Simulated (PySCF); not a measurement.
## Electronic structure of C2H5ClSi (triplet) in real space

The calculation's input:

```
{"job": {"kind": "epr"}, "charge": 0, "multiplicity": 3}
C      1.730323    -0.097468     0.631778
C      0.591870    -0.733481    -0.036932
Si    -0.967642     0.363674    -0.135982
Cl     2.355125     1.450886     0.427959
H      0.845636    -1.071351    -1.063612
H      0.314992    -1.641468     0.526865
H     -2.066968    -0.416192    -0.782716
H     -0.683369     1.579292    -0.952807
H     -1.383227     0.770766     1.238293
```

Run with:

```sh
OMP_NUM_THREADS=1 python cluster_run.py task.json out
```

Geometry: PBE0-D3(BJ)/def2-SVP.

Computed with UKS B3LYP, IGLO-III on C Cl Si, pcH-1 on H, non-relativistic, mean-field spin-orbit, GIAO (PySCF).

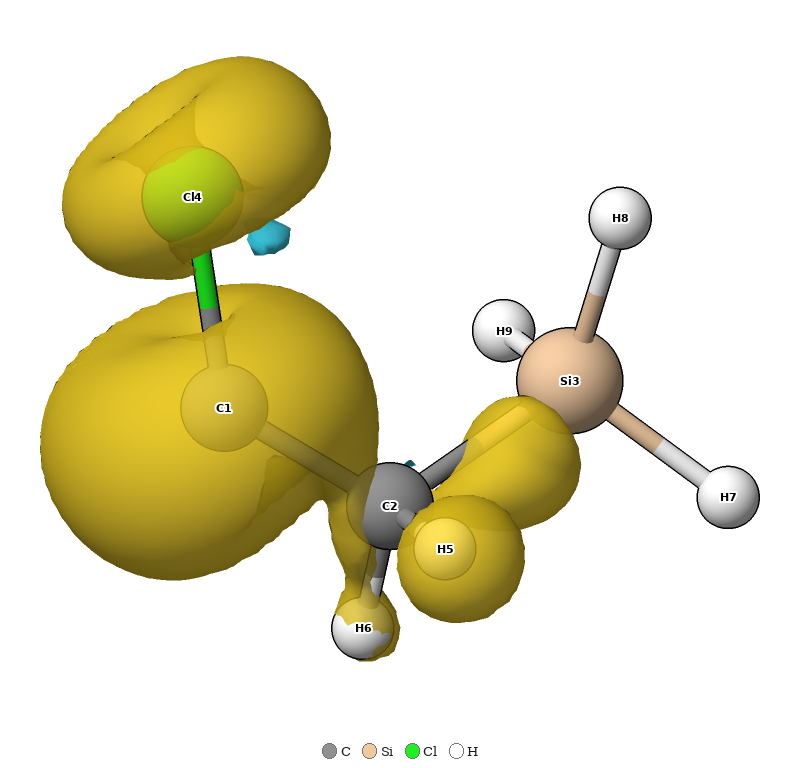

Figure 1. Isosurfaces of the spin density (α minus β) at +0.03 (yellow) and −0.03 e/Å³ (cyan), seen at a tilt.

Which atoms carry the spin?

The unpaired spin (2 electrons) lies mostly on C1 (about 1.3), Cl4 (about 0.3), C2 (about 0.2) and Si3 (about 0.1), in electrons by Hirshfeld's partition.

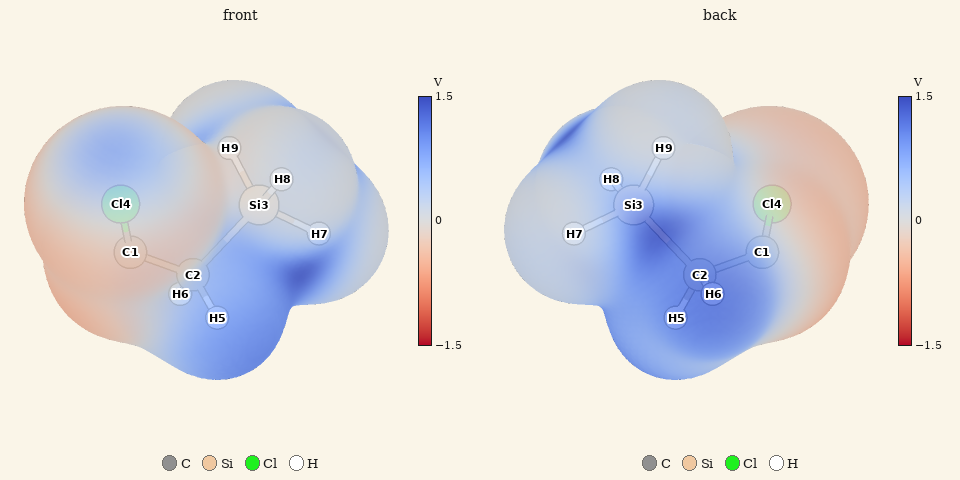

Figure 2. The electrostatic potential painted on the density surface at 0.002 e/bohr³, seen from the front and from behind; the colour scale runs from red (negative) to blue (positive).

Describe the electrostatic potential map.

The most negative region (about −0.4 V, or −9 kcal/mol for a unit charge) lies over C1, the most positive (about +1.3 V, or +30 kcal/mol for a unit charge) over Si3. Cl4 shows a σ-hole: about +0.7 V, or +16 kcal/mol for a unit charge at the tip opposite its bond, against about −0.2 V on its flanks.

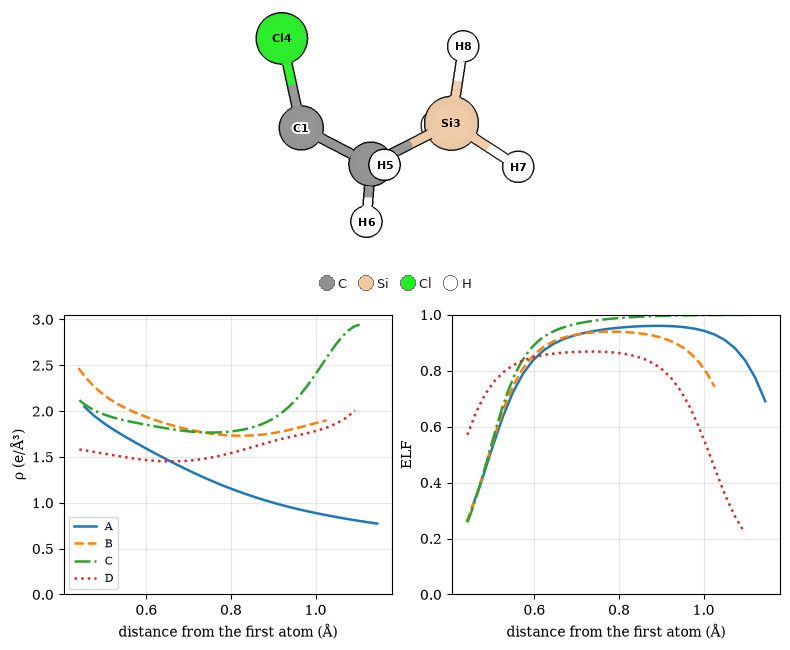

Figure 3. Electron density and electron localisation function along straight lines between neighbouring atoms. The curves leave out the atomic cores. The structure is drawn too.

Which curve belongs to which contact (C–C, C–Cl, C–H and C–Si)? The first atom named is at distance zero.

Curve A: C–Si (1.91 Å): the density is about 0.93 e/Å³ at the midpoint; the ELF peaks at about 0.95 between the atoms: a shared electron pair. Curve B: C–C (1.47 Å): the density is about 1.8 e/Å³ at the midpoint; the ELF peaks at about 0.95 between the atoms; a covalent bond. Curve C: C–H (1.10 Å): the density is about 1.9 e/Å³ at the midpoint; the ELF climbs to about 1 towards the hydrogen, as it does in any bond to H; an ordinary covalent bond to hydrogen. Curve D: C–Cl (1.68 Å): the density is about 1.6 e/Å³ at the midpoint; the ELF peaks at about 0.85 between the atoms (localised, covalent bonding).
